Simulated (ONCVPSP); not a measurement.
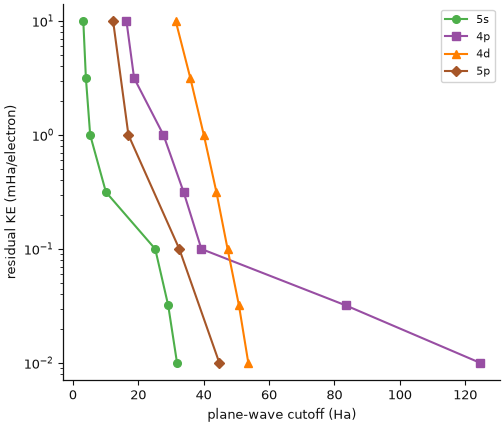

Figure 1. Residual kinetic energy of the pseudo-waves (the first of each channel, and further valence shells) beyond the plane-wave cutoff, as the generator prints it.

- Cutoffs for the occupied states: 40 Ha for 1 mHa and 47 Ha for 0.1 mHa per electron. The first is set by 4d.
- Cutoffs for 1 mHa per electron: 4d: 40 Ha; 4p: 28 Ha; 5p: 17 Ha; 5s: 5.3 Ha.
- Hardest wave at 1 mHa per electron: 4d, with rc = 1.55 bohr and qcut = 11.7 1/bohr. The optimisation minimises, but can't always remove, the kinetic energy above qcut²/2 = 68.4 Ha, and a larger rc would as a rule soften the wave at some cost in transferability.

## Pseudopotential generation, with input and output: In

System: indium (In, Z = 49), core [Ar] 3d10 4s2, reference valence 4p6 4d10 5s2 5p0.5 (an ion of charge +0.5), valence charge 19.
Method: ONCV potential, PBEsol, scalar-relativistic, made with ONCVPSP 4.0.1.

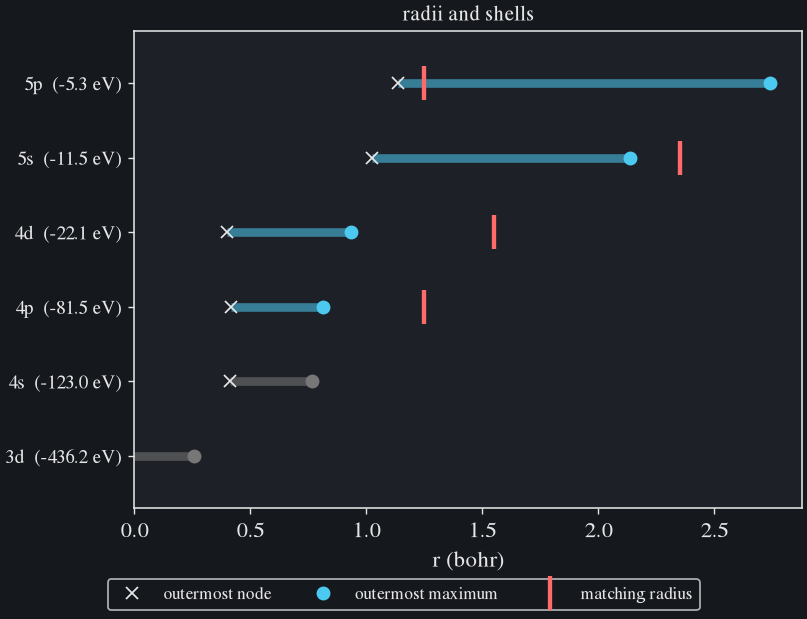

Figure 2. Outer shells of the all-electron reference atom: each bar runs from the outermost node (or the nucleus) to the outermost maximum of u(r); the tick is the radius chosen for the pseudo-wave. Shells without a tick have no pseudo-wave of their own. Levels, nodes and maxima are from ld1.x, scalar-relativistic.

- Radii against the shells: 4p: 1.25 bohr, outside the maximum; 4d: 1.55 bohr, outside the maximum; 5s: 2.35 bohr, outside the maximum; 5p: 1.25 bohr, between node and maximum.

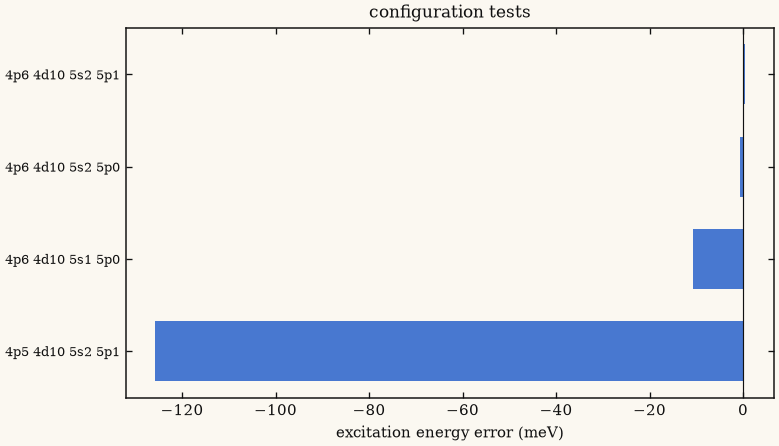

Figure 3. Errors, all-electron minus pseudo, of the energies of valence configurations relative to the unpolarised reference 4p6 4d10 5s2 5p0.5.

- Worst configuration: 4p5 4d10 5s2 5p1 (charge +1): the error is -126 meV on an all-electron energy of +83.57 eV relative to the reference, or 0.15 %.
- Configurations within 10 meV and within 50 meV: 2 and 3 of 4.
- Errors in meV: 4p6 4d10 5s2 5p1: +0.3; 4p6 4d10 5s2 5p0: -0.7; 4p6 4d10 5s1 5p0: -11; 4p5 4d10 5s2 5p1: -126.

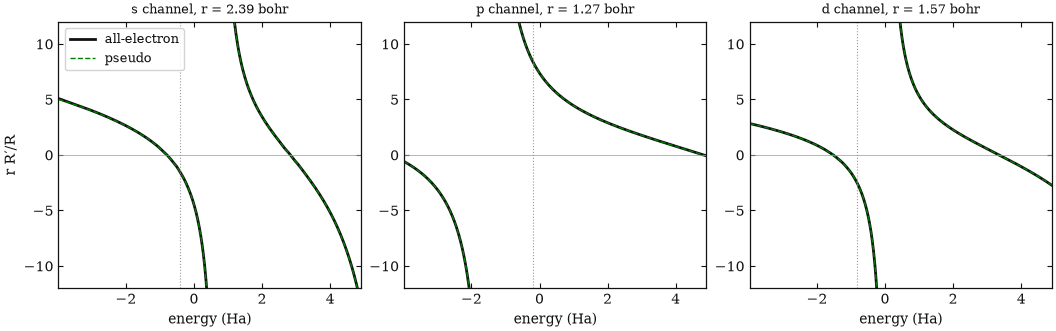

Figure 4. Logarithmic derivatives r R′/R at the test radius against energy, all-electron atom (solid) and pseudo-atom (dashed). Here R(r) is the radial function. The dotted line marks the reference energy of the channel. Not drawn: f: not judged.

- Ghost states: the plot shows none: pseudo and all-electron curves have the same branches in all channels drawn. The separate test gives: no bound ghost flagged; GHOST(+) flagged for s at 160.9 eV.
- Poles, where the radial function vanishes at the test radius: s: all-electron at 0.7 Ha, pseudo at 0.7 Ha; p: all-electron at -1.4 Ha, pseudo at -1.4 Ha; d: all-electron at 0.1 Ha, pseudo at 0.1 Ha.
- Zeros of the logarithmic derivative: s: all-electron -0.8 and 2.8 Ha, pseudo -0.8 and 2.8 Ha; p: all-electron 4.8 Ha, pseudo 4.8 Ha; d: all-electron -1.5 and 3.4 Ha, pseudo -1.5 and 3.4 Ha.

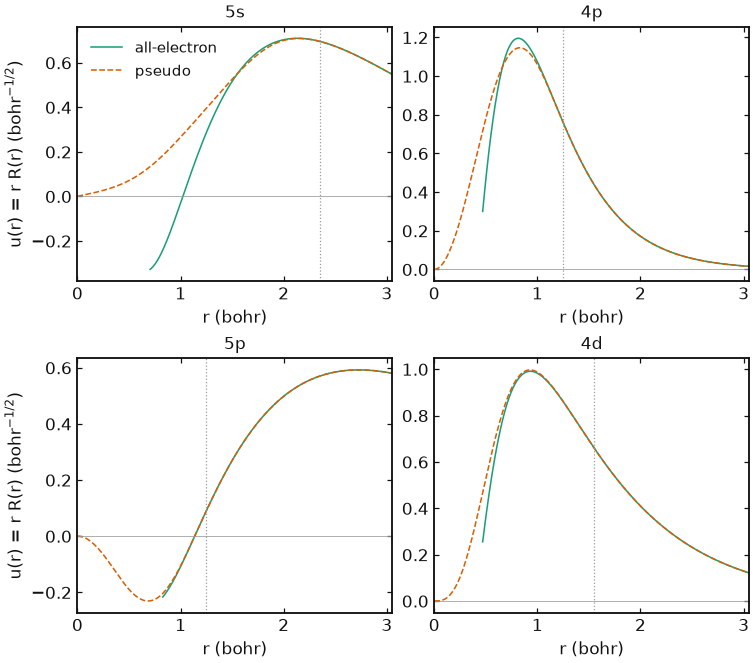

Figure 5. Pseudo-waves (dashed) against the all-electron radial functions (solid). Dotted lines mark the matching radii. The innermost oscillations of some all-electron curves aren't drawn. Pseudo-waves: 5s has no node; 4p has no node; 5p has a node at about 1.1 bohr; 4d has no node. A node in 5p is expected, since a lower shell of the same l is also in the valence and the two must stay orthogonal.

These pictures come from the run below.

**Input file**
```
# ATOM AND REFERENCE CONFIGURATION
# atsym  z   nc   nv     iexc    psfile
  In 49.00    7    4  -116133      upf
#
#   n    l    f
    1    0    2.00
    2    0    2.00
    2    1    6.00
    3    0    2.00
    3    1    6.00
    3    2   10.00
    4    0    2.00
    4    1    6.00
    4    2   10.00
    5    0    2.00
    5    1    0.50
#
# PSEUDOPOTENTIAL AND OPTIMIZATION
# lmax
    2
#
#   l,   rc,      ep,       ncon, nbas, qcut
    0    2.35    0.00    4    8    3.10
    1    1.25    0.00    4    8    8.90
    2    1.55    0.00    4    9   11.70
#
# LOCAL POTENTIAL
# lloc, lpopt,  rc(5),   dvloc0
    4    4    1.15    4.00
#
# VANDERBILT-KLEINMAN-BYLANDER PROJECTORs
# l, nproj, debl
    0    3    3.50
    1    2    2.20
    2    3    3.10
#
# MODEL CORE CHARGE
# icmod, fcfact, rcfact
    0    0.00    0.00
#
# LOG DERIVATIVE ANALYSIS
# epsh1, epsh2, depsh
   -4.00    5.00    0.02
#
# OUTPUT GRID
# rlmax, drl
    6.00    0.01
#
# TEST CONFIGURATIONS
# ncnf
    4
# nvcnf
#   n    l    f
    4
    4    1    6.00
    4    2   10.00
    5    0    2.00
    5    1    1.00
#
    4
    4    1    6.00
    4    2   10.00
    5    0    2.00
    5    1    0.00
#
    4
    4    1    6.00
    4    2   10.00
    5    0    1.00
    5    1    0.00
#
    4
    4    1    5.00
    4    2   10.00
    5    0    2.00
    5    1    1.00
#
```

Run as:
```bash
oncvpsp.x < In.dat > In.out
```

**The program's output (extracts)**
```
ONCVPSP  (Optimized Norm-Conservinng Vanderbilt PSeudopotential)
scalar-relativistic version 4.0.1

#   n    l    f        energy (Ha)
    1    0    2.00    -1.0195371E+03
    2    0    2.00    -1.5277308E+02
    2    1    6.00    -1.3715886E+02
    3    0    2.00    -2.9084995E+01
    3    1    6.00    -2.3972586E+01
    3    2   10.00    -1.6029950E+01
    4    0    2.00    -4.5207055E+00
    4    1    6.00    -2.9961556E+00
    4    2   10.00    -8.1204724E-01
    5    0    2.00    -4.2089239E-01
    5    1    0.50    -1.9513986E-01

Reference configufation results
  iterations    23
  all-electron total energy (Ha)   -5.87888793D+03

Begin loop to  construct optimized pseudo wave functions
and semi-local pseudopoentials for all angular momenta

   Wellstate for l =  0  n =  8
     eigenvalue =   3.0791
     asymptotic potential =   3.5791
     half-point radius =  4.4212

   Wellstate for l =  0  n =  9
     eigenvalue =   6.5791
     asymptotic potential =   7.0791
     half-point radius =  3.8797

Calculating optimized projector #   1

 for l=   0

    Fraction of norm inside rc  0.475162
    Optimizing pswf for qcut=   3.10 a_B^-1,  ecut=   4.81 Ha
    Residual kinetic energy error=  1.09D-03 Ha

    Energy error per electron        Cutoff
         Ha          eV             Ha
         0.01000     0.27211        3.20
         0.00100     0.02721        5.31
         0.00010     0.00272       25.20
         0.00001     0.00027       31.87

Calculating optimized projector #   2

 for l=   0

    Fraction of norm inside rc  0.116832
    Optimizing pswf for qcut=   3.10 a_B^-1,  ecut=   4.81 Ha
    Residual kinetic energy error=  1.32D-01 Ha

    Energy error per electron        Cutoff
         Ha          eV             Ha
         0.01000     0.27211       10.99
         0.00100     0.02721       36.56
         0.00010     0.00272       42.79
         0.00001     0.00027       52.00

Calculating optimized projector #   3

 for l=   0

    Fraction of norm inside rc  0.106201
    Optimizing pswf for qcut=   3.10 a_B^-1,  ecut=   4.81 Ha
    Residual kinetic energy error=  5.03D-01 Ha

    Energy error per electron        Cutoff
         Ha          eV             Ha
         0.01000     0.27211       17.55
         0.00100     0.02721       37.92
         0.00010     0.00272       45.53
         0.00001     0.00027       62.66

Calculating optimized projector #   1

 for l=   1

    Fraction of norm inside rc  0.849218
    Optimizing pswf for qcut=   8.89 a_B^-1,  ecut=  39.49 Ha
    Residual kinetic energy error=  9.18D-05 Ha

    Energy error per electron        Cutoff
         Ha          eV             Ha
         0.01000     0.27211       16.40
         0.00100     0.02721       27.73
         0.00010     0.00272       39.32
         0.00001     0.00027      124.65

Calculating optimized projector #   2

 for l=   1

    Fraction of norm inside rc  0.025871
    Optimizing pswf for qcut=   8.89 a_B^-1,  ecut=  39.49 Ha
    Residual kinetic energy error=  2.12D-05 Ha

    Energy error per electron        Cutoff
         Ha          eV             Ha
         0.01000     0.27211       12.32
         0.00100     0.02721       17.01
         0.00010     0.00272       32.57
         0.00001     0.00027       44.82

   Wellstate for l =  2  n =  6
     eigenvalue =   2.2880
     asymptotic potential =   2.7880
     half-point radius =  3.2462

   Wellstate for l =  2  n =  7
     eigenvalue =   5.3880
     asymptotic potential =   5.8880
     half-point radius =  2.9685

Calculating optimized projector #   1

 for l=   2

    Fraction of norm inside rc  0.801604
    Optimizing pswf for qcut=  11.69 a_B^-1,  ecut=  68.33 Ha
    Residual kinetic energy error=  5.53D-09 Ha

    Energy error per electron        Cutoff
         Ha          eV             Ha
         0.01000     0.27211       31.47
         0.00100     0.02721       40.07
         0.00010     0.00272       47.33
         0.00001     0.00027       53.67

Calculating optimized projector #   2

 for l=   2

    Fraction of norm inside rc  0.086961
    Optimizing pswf for qcut=  11.69 a_B^-1,  ecut=  68.33 Ha
    Residual kinetic energy error=  6.26D-09 Ha

    Energy error per electron        Cutoff
         Ha          eV             Ha
         0.01000     0.27211       28.91
         0.00100     0.02721       38.30
         0.00010     0.00272       46.48
         0.00001     0.00027       53.50

Calculating optimized projector #   3

 for l=   2

    Fraction of norm inside rc  0.104513
    Optimizing pswf for qcut=  11.69 a_B^-1,  ecut=  68.33 Ha
    Residual kinetic energy error=  4.74D-08 Ha

    Energy error per electron        Cutoff
         Ha          eV             Ha
         0.01000     0.27211       32.66
         0.00100     0.02721       42.18
         0.00010     0.00272       50.60
         0.00001     0.00027       57.11

Construct Vanderbilt / Kleinmman-Bylander projectors

B matrix Hermiticity error, ll=   0
   1   2    1.6606E-04
   1   3   -2.0618E-04
   2   3    2.0901E-04

  Orthonormal projector coefficients  1.2150E+01  5.7878E+00  1.3137E+00

B matrix Hermiticity error, ll=   1
   1   2    3.0927E-04

  Orthonormal projector coefficients  1.8851E+00 -1.4952E+00

B matrix Hermiticity error, ll=   2
   1   2   -3.9054E-04
   1   3    6.1886E-04
   2   3    2.2055E-04

  Orthonormal projector coefficients -5.2670E+00  4.1904E+00 -9.2298E-01

Pseudoatom total energy -147.303912

Diagnostic tests using Vanderbilt-Kleinman-Bylander pseudopotentials
  1 or more projectors used as specified by nproj input data

   l    rcore       rmatch      e in        delta e   norm test  slope test

   0   2.3637640   2.4355330  -0.4208924  -0.0000012   1.0000302   1.0000399
   0   2.3637640   2.4355330   3.0791076   0.0000597   1.0002119   1.0002119
   0   2.3637640   2.4355330   6.5791076   0.0000142   1.0001341   1.0001341

   1   1.2537708   1.2918380  -2.9961556  -0.0000070   1.0002297   1.0002519
   1   1.2537708   1.2918380  -0.1951399   0.0000086   1.0001037   1.0000895

   2   1.5550539   1.6022688  -0.8120472   0.0003701   1.0002211   1.0005765
   2   1.5550539   1.6022688   2.2879528   0.0001886   1.0002077   1.0002077
   2   1.5550539   1.6022688   5.3879528   0.0026455   0.9995965   0.9995965

 Testing for bound ghosts
   n   l    E NL Schr. Eq   E Basis Diag.   E Cutoff

   1   0       -0.420894       -0.420049     62.20

   2   1       -2.996163       -2.996140    193.13
   3   1       -0.195131        0.070819    193.13

   3   2       -0.811677       -0.811294    229.46

 Testing for highly-localized positive-energy ghosts
       l    <radius>/rc     E Basis Diag.   E Cutoff

       0        0.221616        5.913144     62.20  WARNING - GHOST(+)

Test configuration 0

   n   l     f        eae           eps        diff
   1   0  2.0000-1019.53710282
   2   0  2.0000 -152.77307677
   2   1  6.0000 -137.15885597
   3   0  2.0000  -29.08499461
   3   1  6.0000  -23.97258600
   3   2 10.0000  -16.02995003
   4   0  2.0000   -4.52070548
   4   1  6.0000   -2.99615557   -2.99616254   -6.97D-06
   4   2 10.0000   -0.81204724   -0.81167710    3.70D-04
   5   0  2.0000   -0.42089239   -0.42089357   -1.18D-06
   5   1  0.5000   -0.19513986   -0.19513127    8.58D-06

    Total energies and differences
      AE_ref= -5.87888793D+03  AE_tst= -5.87888793D+03  dif=  0.00D+00
      PS_ref= -1.47303912D+02  PS_tst= -1.47303912D+02  dif=  1.99D-13
      PSP excitation error= -1.99D-13

Test configuration 1

   n   l     f        eae           eps        diff
   1   0  2.0000-1019.40761913
   2   0  2.0000 -152.64411372
   2   1  6.0000 -137.02982761
   3   0  2.0000  -28.95610255
   3   1  6.0000  -23.84368892
   3   2 10.0000  -15.90107911
   4   0  2.0000   -4.39176215
   4   1  6.0000   -2.86713883   -2.86685700    2.82D-04
   4   2 10.0000   -0.68321115   -0.68273859    4.73D-04
   5   0  2.0000   -0.30339436   -0.30342858   -3.42D-05
   5   1  1.0000   -0.09256510   -0.09255558    9.51D-06

    Total energies and differences
      AE_ref= -5.87888793D+03  AE_tst= -5.87895926D+03  dif= -7.13D-02
      PS_ref= -1.47303912D+02  PS_tst= -1.47375260D+02  dif= -7.13D-02
      PSP excitation error=  1.24D-05

Test configuration 2

   n   l     f        eae           eps        diff
   1   0  2.0000-1019.68471427
   2   0  2.0000 -152.91972219
   2   1  6.0000 -137.30561248
   3   0  2.0000  -29.23151683
   3   1  6.0000  -24.11911570
   3   2 10.0000  -16.17643339
   4   0  2.0000   -4.66723114
   4   1  6.0000   -3.14276947   -3.14312279   -3.53D-04
   4   2 10.0000   -0.95816426   -0.95790751    2.57D-04
   5   0  2.0000   -0.55067969   -0.55063713    4.26D-05

    Total energies and differences
      AE_ref= -5.87888793D+03  AE_tst= -5.87876225D+03  dif=  1.26D-01
      PS_ref= -1.47303912D+02  PS_tst= -1.47178205D+02  dif=  1.26D-01
      PSP excitation error= -2.60D-05

Test configuration 3

   n   l     f        eae           eps        diff
   1   0  2.0000-1020.07826047
   2   0  2.0000 -153.30848233
   2   1  6.0000 -137.69465291
   3   0  2.0000  -29.62076291
   3   1  6.0000  -24.50835194
   3   2 10.0000  -16.56537994
   4   0  2.0000   -5.05673709
   4   1  6.0000   -3.53224570   -3.52982047    2.43D-03
   4   2 10.0000   -1.34262544   -1.34113037    1.50D-03
   5   0  1.0000   -0.87037511   -0.87099423   -6.19D-04

    Total energies and differences
      AE_ref= -5.87888793D+03  AE_tst= -5.87805377D+03  dif=  8.34D-01
      PS_ref= -1.47303912D+02  PS_tst= -1.46469356D+02  dif=  8.35D-01
      PSP excitation error= -3.97D-04

Test configuration 4

   n   l     f        eae           eps        diff
   1   0  2.0000-1020.11197926
   2   0  2.0000 -153.30363719
   2   1  6.0000 -137.69393891
   3   0  2.0000  -29.60293301
   3   1  6.0000  -24.49076961
   3   2 10.0000  -16.54715833
   4   0  2.0000   -4.97476953
   4   1  5.0000   -3.43641783   -3.44220933   -5.79D-03
   4   2 10.0000   -1.20852136   -1.21028336   -1.76D-03
   5   0  2.0000   -0.64599722   -0.64305365    2.94D-03
   5   1  1.0000   -0.37498537   -0.37562214   -6.37D-04

    Total energies and differences
      AE_ref= -5.87888793D+03  AE_tst= -5.87581689D+03  dif=  3.07D+00
      PS_ref= -1.47303912D+02  PS_tst= -1.44228252D+02  dif=  3.08D+00
      PSP excitation error= -4.62D-03
```

**Results in brief**

- outcome: generated
- cutoffs needed: 40 Ha and 47 Ha (the cutoffs at which the residual kinetic energy of the hardest occupied pseudo-wave falls to 1 and 0.1 mHa per electron)
- ghost test: no bound ghost flagged; GHOST(+) flagged for s at 160.9 eV
- largest excitation error: -126 meV (all-electron minus pseudo) for 4p5 4d10 5s2 5p1, out of 4 test configurations
- range over which the phases arctan(r R′/R) at the test radius agree within 0.05 rad (a looser test near the poles than one of phase shifts): s: over the whole range computed; p: over the whole range computed; d: over the whole range computed; f: not judged, local potential alone
- hardware: 1 CPU thread, shared host
- wall time: 4.3 s
